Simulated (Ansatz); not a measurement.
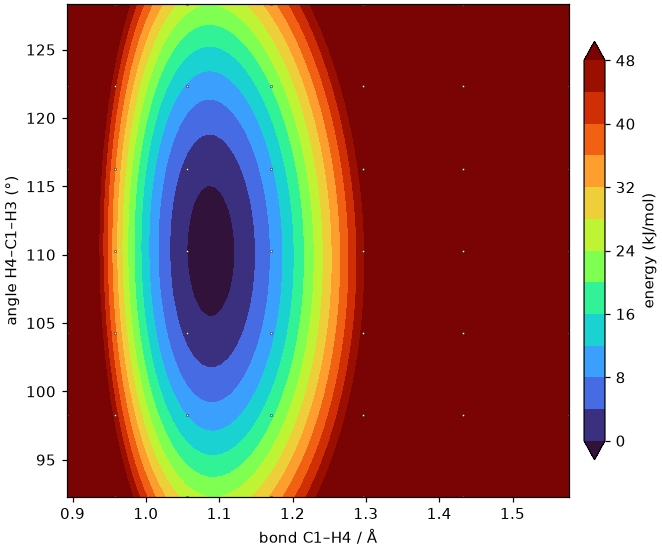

CH₃Cl, SMILES CCl. Two internal coordinates are moved rigidly from the geometry relaxed at PBE0-D4/def2-TZVP, all others fixed. The first coordinate is: bond C1–H4; the second: angle H4–C1–H3. The grid has 7 × 7 points. Energies: kJ/mol, counted from the lowest grid point. Level of theory: RKS r2SCAN-D4/def2-TZVPP (Ansatz 0.2.0).

Drawn: filled contours, dots at the grid points, one colour for all values above the top of the scale. Between grid points the surface is interpolated.

> Where is the minimum, and how stiff is the well along each coordinate?

The interpolated minimum is at bond C1–H4 ≈ 1.087 Å, angle H4–C1–H3 ≈ 110.3°. The curvatures there are about 33 eV/Å² and 5.4 eV/rad², with a cross term of about 0.3 eV/(Å·rad). Round the minimum the two coordinates are nearly uncoupled. (1 eV is 96.5 kJ/mol.)
